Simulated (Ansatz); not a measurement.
Carrier doping in hypothetical CdI2 type SiO2

The parent structure is SiO$_{2}$ in the CdI2 type structure (space group P-3m1, No. 164; a = 2.670 Å, c = 4.542 Å; a hypothetical phase, not in the database extracts checked; layered, stacked along the Cartesian z axis).

Carriers are added at fixed cell with a uniform background; the Fermi–Dirac width is that of 300 K.

Calculations: DFT with r2SCAN+rVV10, PAW potentials and a 500 eV plane-wave cutoff in Ansatz (an electronic-structure program), spin-orbit coupling left out.

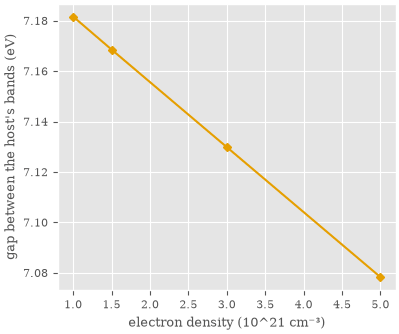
Gap between the host's bands against electron density

```csv
electron density (10^21 cm⁻³),gap between the host's bands
1,7.18 eV
1.5,7.17 eV
3,7.13 eV
5,7.08 eV
```

Charged cell with a jellium background: band edges are those of the host's band count, energies are not comparable with the neutral cell, and many-body gap narrowing is missing. No phonon test of stability was made.
